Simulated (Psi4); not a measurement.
# BrF (bromine fluoride): M06-2X/aug-pcseg-3 (density fitting, sweep point 4)

Aim: the vertical ionisation energy of BrF (bromine fluoride) at M06-2X/aug-pcseg-3 (density fitting, sweep point 4), from 2 runs. 

The results are computed with Psi4 1.11.

## 1. The molecule

BrF has 2 atoms, charge 0, and is taken as a singlet. SMILES: `FBr`. The coordinates come from a GFN2-xTB relaxation.

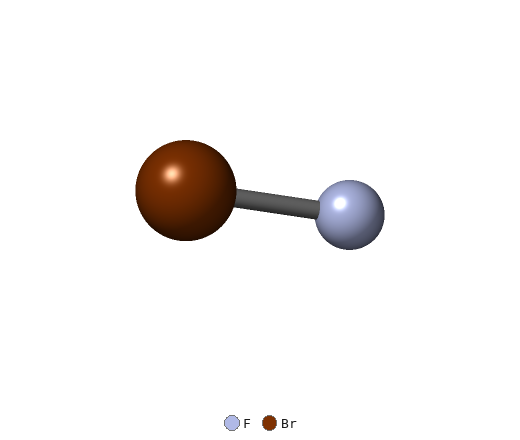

The structure, seen from a chosen angle (fluorine light blue, bromine brown).

## 2. The energy at M06-2X/aug-pcseg-3 (density fitting, sweep point 4)

File calc.inp:

```
memory 1.6 GB

molecule mol {
  0 1
  F      0.00000000     0.00000000     0.00000000
  Br     0.00000000     0.00000000     3.40139364
  units au
  symmetry c1
}

set basis aug-pcseg-3
set reference rks
set puream true
set scf_type df
set dft_radial_points 99
set dft_spherical_points 590

e, wfn = energy("m06-2x", return_wfn=True)
```

On the command line:

```sh
$ psi4 -n 1 calc.inp calc.out
```

calc.out:

```text
[...]
  Running in c1 symmetry.
[...]
  Nuclear repulsion =   92.609098898650259
[...]
  Multiplicity = 1
[...]
  Nalpha       = 22
  Nbeta        = 22
[...]
    Number of basis functions: 178
[...]
   @DF-RKS iter   1: -2673.81005987168965   -1.62988e+00   8.07449e-03 ADIIS/DIIS
[...]
   @DF-RKS iter   7: -2674.05411578874464   -2.58538e-07   8.36602e-07 DIIS
[...]
    Orbital Energies [Eh]
    ---------------------
    Doubly Occupied:
       1A   -485.345036     2A    -63.361083     3A    -57.179776
       4A    -57.174724     5A    -57.174724     6A    -25.275760
       7A     -9.085951     8A     -6.916766     9A     -6.898704
      10A     -6.898704    11A     -2.951333    12A     -2.944850
      13A     -2.944850    14A     -2.928070    15A     -2.928070
      16A     -1.345874    17A     -0.886335    18A     -0.573264
      19A     -0.560701    20A     -0.560701    21A     -0.382080
      22A     -0.382080
[...]
  @DF-RKS Final Energy: -2674.05411578874464
   => Energetics <=
    Nuclear Repulsion Energy =             92.6090988986502595
    One-Electron Energy =               -3906.0744886101638258
    Two-Electron Energy =                1187.4465607425629514
    DFT Exchange-Correlation Energy =     -48.0352868197944645
    Empirical Dispersion Energy =           0.0000000000000000
    VV10 Nonlocal Energy =                  0.0000000000000000
    Total Energy =                      -2674.0541157887446388
[...]
 Multipole Moments:
 ------------------------------------------------------------------------------------
     Multipole            Electronic (a.u.)      Nuclear  (a.u.)        Total (a.u.)
 ------------------------------------------------------------------------------------
 L = 1.  Multiply by 2.5417464519 to convert [e a0] to [Debye]
 Dipole X            :         -0.0000000            0.0000000           -0.0000000
 Dipole Y            :          0.0000000            0.0000000            0.0000000
 Dipole Z            :          2.1861770           -1.5743408            0.6118363
 Magnitude           :                                                    0.6118363
[...]
```

It took 12 s on 1 thread of AMD EPYC 9R45 (Zen 5), shared host; peak memory 1 GiB.

## 3. The doublet cation at the same level

File calc.in:

```
memory 1600 mb

molecule m {
  1 2
  F      0.00000000     0.00000000     0.00000000
  Br     0.00000000     0.00000000     3.40139364
  units au
  symmetry c1
}

set globals {
  basis aug-pcseg-3
  reference uks
  puream true
  scf_type df
  dft_radial_points 99
  dft_spherical_points 590
  maxiter 150
}

e = energy("m06-2x")
```

On the command line:

```sh
$ psi4 calc.in calc.out -n 1
```

calc.out:

```text
[...]
  Running in c1 symmetry.
[...]
  Nuclear repulsion =   92.609098898650259
[...]
  Multiplicity = 2
[...]
  Nalpha       = 22
  Nbeta        = 21
[...]
    Number of basis functions: 178
[...]
   @DF-UKS iter   1: -2673.41520975010644   -1.23503e+00   7.51280e-03 DIIS/ADIIS
[...]
   @DF-UKS iter  11: -2673.61162121333291   -2.49854e-07   2.83040e-07 DIIS
[...]
   @S^2 Observed:                7.560898738E-01
[...]
    Orbital Energies [Eh]
    ---------------------
    Alpha Occupied:
       1A   -485.743680     2A    -63.755195     3A    -57.575013
       4A    -57.572336     5A    -57.566979     6A    -25.602115
       7A     -9.478249     8A     -7.306262     9A     -7.301702
      10A     -7.283479    11A     -3.342773    12A     -3.341889
      13A     -3.325185    14A     -3.325014    15A     -3.319622
      16A     -1.657753    17A     -1.258313    18A     -0.887056
      19A     -0.881896    20A     -0.865844    21A     -0.759017
      22A     -0.719519
    Alpha Virtual:
      23A     -0.413555    24A     -0.168173    25A     -0.122177
[...]
  @DF-UKS Final Energy: -2673.61162121333291
   => Energetics <=
    Nuclear Repulsion Energy =             92.6090988986502595
    One-Electron Energy =               -3889.9616850938900825
    Two-Electron Energy =                1171.5961083131985561
    DFT Exchange-Correlation Energy =     -47.8551433312912167
    Empirical Dispersion Energy =           0.0000000000000000
    VV10 Nonlocal Energy =                  0.0000000000000000
    Total Energy =                      -2673.6116212133329100
[...]
 Multipole Moments:
 ------------------------------------------------------------------------------------
     Multipole            Electronic (a.u.)      Nuclear  (a.u.)        Total (a.u.)
 ------------------------------------------------------------------------------------
 L = 1.  Multiply by 2.5417464519 to convert [e a0] to [Debye]
 Dipole X            :         -0.0000000            0.0000000           -0.0000000
 Dipole Y            :          0.0000000            0.0000000            0.0000000
 Dipole Z            :          2.3442621           -1.5743408            0.7699214
 Magnitude           :                                                    0.7699214
[...]
```

Run time: 29 s. Hardware: 1 thread of AMD EPYC 9R45 (Zen 5), shared host; peak memory 1 GiB.

## 4. Summary of results

At M06-2X/aug-pcseg-3 (density fitting, sweep point 4):

| quantity | value |
| --- | --- |
| singlet BrF: total energy | -2674.05412 Eh |
| singlet BrF: dipole moment | 1.56 D |
| singlet BrF: HOMO energy | -10.40 eV |
| singlet BrF: LUMO energy | -2.60 eV |
| singlet BrF: HOMO–LUMO gap | 7.80 eV |
| doublet cation: total energy | -2673.61162 Eh |
| doublet cation: HOMO energy (highest over α and β) | -19.16 eV |
| doublet cation: LUMO energy (lowest over α and β) | -13.43 eV |
| doublet cation: ⟨S²⟩ | 0.756 |
| vertical ionisation energy (to the doublet cation) | 12.041 eV |

What this shows: The vertical ionisation energy comes to 12.04 eV (1162 kJ/mol). The negative HOMO energy of the first species, 10.40 eV, lies 1.64 eV below that difference.
